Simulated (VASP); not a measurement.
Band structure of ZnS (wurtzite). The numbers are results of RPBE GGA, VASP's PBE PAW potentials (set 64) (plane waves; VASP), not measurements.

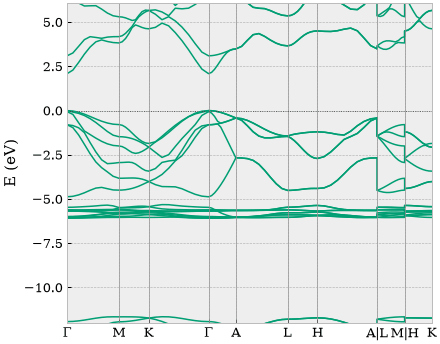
Fig. 1. Bands along high-symmetry lines, zero at the valence-band maximum or, without a gap, the Fermi level

Task: Read the plot: is there a gap, and where are the band edges?

Result: The gap is direct, 2.09 eV, from the valence maximum at Γ to the conduction minimum at Γ. (Edges off the drawn lines would not show.)

Measured: gap 3.91 eV (computed value off by -1.82 eV), as given by Mehmet Aras et al., The Journal of Chemical Physics (2014), arXiv:1312.4272.

The compound is ZnS in the wurtzite structure, the high-temperature form. It was relaxed first, which changed the volume by +6 %.
